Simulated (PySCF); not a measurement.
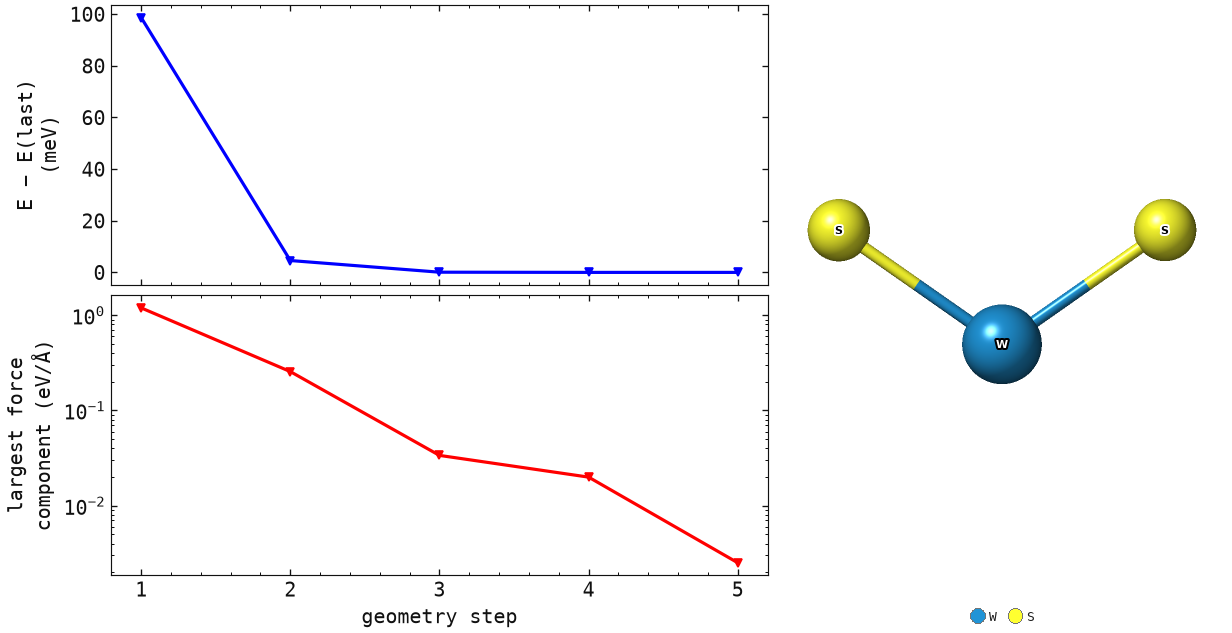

Beside the plot: the molecule at the start.

History of a geometry optimisation. The start has point group C2v, which is kept. A held symmetry can leave a saddle point.

System: S$_{2}$W molecule (charge +2).
Method: PySCF, RKS-based PBE0, W def2-TZVP with ECP60, S def2-TZVP; non-relativistic Hamiltonian with scalar-relativistic core potentials; density fitting.

> How did the optimisation end?

The optimisation met its thresholds at geometry 5, counting the start as the first. The energy fell by about 99 meV from the first step to the last. The largest force component goes from about 1.2 eV/Å at the start to 2.5 × 10⁻³ eV/Å at the end.
